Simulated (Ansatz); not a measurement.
Process, species as SMILES: [CH3] (CH3) → CH3+ (singlet, bonded as [CH3]) + e-
B3LYP-D3(BJ)/def2-TZVP geometries, fixed; electronic energies without zero-point terms.
Largest species:
```
C
H 1 1.0789
H 1 1.0789 2 120.00
H 1 1.0789 2 120.00 3 -180.00
```
Charge 0, spin multiplicity 2.

Basis-set convergence of the adiabatic ionisation energy at MP2 with Ansatz (a first-principles code). Cartesian d functions, on some or all atoms, in 6-31G*; all else is spherical. Cores are frozen. Open shells are unrestricted. No added dispersion term, no relativity. Functions are those of the species that has most. Reference: Hartree-Fock in aug-cc-pVQZ plus the correlation part extrapolated as X^-3 from aug-cc-pVTZ and aug-cc-pVQZ, 9.769 eV, itself unsure by roughly 0.007 eV (a third of the extrapolation step and of the last Hartree-Fock step). Deviations are taken from unrounded values.

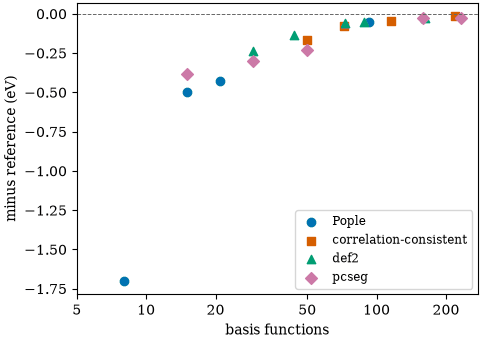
Figure: Deviation from the reference against the number of basis functions, by family of sets.

```csv
basis,functions,adiabatic ionisation energy (eV),minus reference (eV)
STO-3G,8,8.068,-1.701
6-31G,15,9.273,-0.496
pcseg-0,15,9.384,-0.385
6-31G*,21,9.344,-0.425
def2-SVP,29,9.530,-0.240
pcseg-1,29,9.469,-0.300
def2-SVPD,44,9.634,-0.135
aug-cc-pVDZ,50,9.606,-0.163
aug-pcseg-1,50,9.542,-0.228
cc-pVTZ,72,9.691,-0.078
def2-TZVPP,73,9.708,-0.061
def2-TZVPPD,88,9.715,-0.054
"6-311++G(3df,3pd)",93,9.716,-0.053
aug-cc-pVTZ,115,9.725,-0.044
pcseg-3,159,9.741,-0.028
def2-QZVPPD,162,9.745,-0.024
aug-cc-pVQZ,218,9.753,-0.017
aug-pcseg-3,232,9.745,-0.025
```
